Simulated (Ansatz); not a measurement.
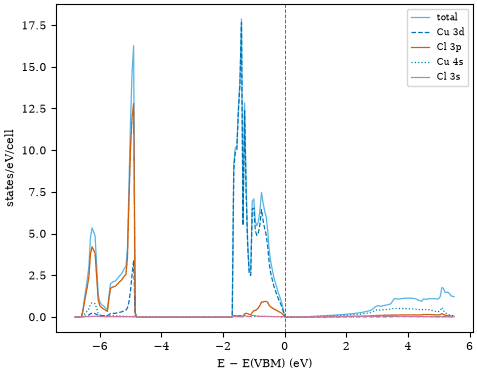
*Total and projected density of states of CuCl (zinc blende, F-43m), DFT-PBE in the program Ansatz with PAW potentials*

**Question.** Which orbitals carry the states next to the gap?

**Answer.** Top 1 eV of the valence band: Cu 3d 84 %, Cl 3p 13 %. Bottom 1 eV of the conduction band: Cu 4s 67 %, Cl 3s 18 %, Cl 3p 11 %. Projections are on Löwdin-orthogonalised atomic valence shells; empty p or d shells of many metals are not among them.

**Question.** Where is the tallest occupied peak in this window, and what makes it?

**Answer.** Near -1.4 eV, about 18 states/eV per cell; the largest projected share is Cu 3d.

Symmetry was held in the PBE relaxation; phonons on a q-mesh show no instability. No spin polarisation was allowed.

Potentials: the later of the program's two PAW sets.
